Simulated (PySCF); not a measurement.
**AlPNH4OF (SMILES [NH2][Al]([F])[PH]O) at 6 levels**

We compute a comparison of 6 runs (B3LYP/def2-SVP, BLYP/def2-SVP, CAM-B3LYP/def2-SVP, PBE/def2-SVP, PBE0/def2-SVP, revPBE/def2-SVP) of AlPNH4OF. 

Program for the calculation: PySCF 2.14.0.

3 further runs of the same task are left out: 3 set aside as unsound or not needed.

## Step 1: Starting point

The species is AlPNH4OF (9 atoms), meant as a singlet with charge 0. SMILES: `[NH2][Al]([F])[PH]O`. The P4–H8 distance was set to 1.859 Å, away from the relaxed value.

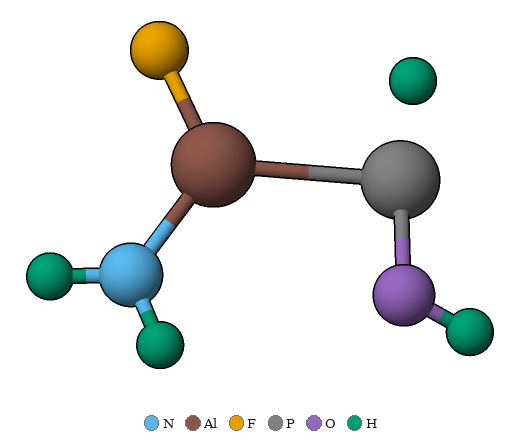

Viewed from a chosen angle; nitrogen blue, aluminium brown, fluorine amber, phosphorus grey, oxygen purple, hydrogen teal.

## Step 2: The energy at B3LYP/def2-SVP (run 1)

mol.xyz reads:

```xyz
9
AlFH4NOP
N      1.585351     1.038830    -0.602416
Al     0.978551    -0.538670    -0.131416
F      2.001451    -1.643170     0.549384
P     -1.226549    -1.161870    -0.575016
O     -1.793749     0.385330    -0.888116
H      0.990051     1.756930    -0.982516
H      2.527851     1.373130    -0.489016
H     -1.643200    -1.310200     1.230300
H     -2.561949     0.327230    -1.461216
```

input.py reads:

```python
from pyscf import gto, dft

system = gto.Mole()
system.atom = 'mol.xyz'
system.charge = 0
system.verbose = 3
system.basis = 'def2-svp'
system.max_memory = 1860
system.build()

mf = dft.RKS(system)
mf.xc = 'b3lyp'
mf.conv_tol = 1e-10
mf.grids.level = 5
mf.kernel()
if not mf.converged:
    mf = mf.newton().run(mf.mo_coeff, mf.mo_occ)

e_final = mf.e_tot
print('E(%s) = %.9f' % ('B3LYP', e_final))
```

Started as:

```sh
$ OMP_NUM_THREADS=1 python input.py
```

The log of the run:

```text
converged SCF energy = -815.771207821881
E(B3LYP) = -815.771207822
```

It took 25 s on 1 thread of Arm Neoverse V2, shared host; peak memory 0.52 GiB.

## Step 3: A single-point energy at BLYP/def2-SVP (run 2)

calc.py reads:

```python
from pyscf import gto, dft

system = gto.M(
    atom='''
N        1.585351       1.038830      -0.602416
Al       0.978551      -0.538670      -0.131416
F        2.001451      -1.643170       0.549384
P       -1.226549      -1.161870      -0.575016
O       -1.793749       0.385330      -0.888116
H        0.990051       1.756930      -0.982516
H        2.527851       1.373130      -0.489016
H       -1.643200      -1.310200       1.230300
H       -2.561949       0.327230      -1.461216
''',
    basis='def2-svp',
    max_memory=1860,
    verbose=4,
)

calc0 = dft.RKS(system)
calc0.xc = 'blyp'
calc0.conv_tol = 1e-10
calc0.grids.level = 5
calc0.kernel()
if not calc0.converged:
    calc0 = calc0.newton().run(calc0.mo_coeff, calc0.mo_occ)

e_tot = calc0.e_tot
print('E = %.10f Eh' % e_tot)
```

Started as:

```sh
$ OMP_NUM_THREADS=1 python calc.py
```

The log of the run:

```text
PySCF version 2.14.0

[... 85 lines left out ...]
converged SCF energy = -815.690340366516
E = -815.6903403665 Eh
```

It took 28 s on 1 thread of Arm Neoverse V2, shared host; peak memory 0.51 GiB.

Runs 3 to 5 aren't shown in full; the table further down has their settings and results.

## Step 4: The energy at revPBE/def2-SVP (run 6)

run.py reads:

```python
from pyscf import gto, dft

mol = gto.Mole()
mol.atom = '''
N      2.995879     1.963104    -1.138401
Al     1.849193    -1.017939    -0.248340
F      3.782194    -3.105141     1.038185
P     -2.317842    -2.195616    -1.086623
O     -3.389694     0.728168    -1.678296
H      1.870925     3.320117    -1.856686
H      4.776946     2.594840    -0.924106
H     -3.105198    -2.475919     2.324930
H     -4.841382     0.618375    -2.761298
'''
mol.max_memory = 1860
mol.basis = 'def2-svp'
mol.charge = 0
mol.spin = 0
mol.unit = 'bohr'
mol.verbose = 3
mol.build()

ks = dft.RKS(mol)
ks.xc = 'revpbe'
ks.conv_tol = 1e-10
ks.grids.level = 5
ks.kernel()
if not ks.converged:
    ks = ks.newton().run(ks.mo_coeff, ks.mo_occ)

etot = ks.e_tot
print('E = %.10f Eh' % etot)
```

Started as:

```sh
$ OMP_NUM_THREADS=1 python run.py
```

The log of the run:

```text
converged SCF energy = -815.536829993692
E = -815.5368299937 Eh
```

It took 28 s on 1 thread of Arm Neoverse V2, shared host; peak memory 0.52 GiB.

## Step 5: The series

| run | level | energy (Eh) | dipole moment (D) | HOMO energy (eV) | LUMO energy (eV) | wall time |
| --- | --- | --- | --- | --- | --- | --- |
| 1 | B3LYP/def2-SVP | -815.771208 | 2.74 | -6.62 | -1.07 | 25 s |
| 2 | BLYP/def2-SVP | -815.690340 | 2.84 | -5.47 | -1.52 | 28 s |
| 3 | CAM-B3LYP/def2-SVP | -815.667940 | 2.65 | -8.12 | 0.21 | 35 s |
| 4 | PBE/def2-SVP | -815.196529 | 2.83 | -5.65 | -1.66 | 28 s |
| 5 | PBE0/def2-SVP | -815.249408 | 2.71 | -6.88 | -0.88 | 27 s |
| 6 | revPBE/def2-SVP | -815.536830 | 2.81 | -5.62 | -1.61 | 28 s |

## Step 6: What came out

| quantity | value |
| --- | --- |
| run 6: total energy | -815.53683 Eh |
| run 6: dipole moment | 2.81 D |
| run 6: HOMO energy | -5.62 eV |
| run 6: LUMO energy | -1.61 eV |
| run 6: HOMO–LUMO gap | 4.02 eV |

The dipole moment (its size) runs from 2.65 D (CAM-B3LYP/def2-SVP) to 2.84 D (BLYP/def2-SVP). The HOMO–LUMO gap runs from 3.95 eV (BLYP/def2-SVP) to 8.33 eV (CAM-B3LYP/def2-SVP). Totals of different functionals can't be ranked against each other. All runs together took 2.8 min, the longest 35 s.
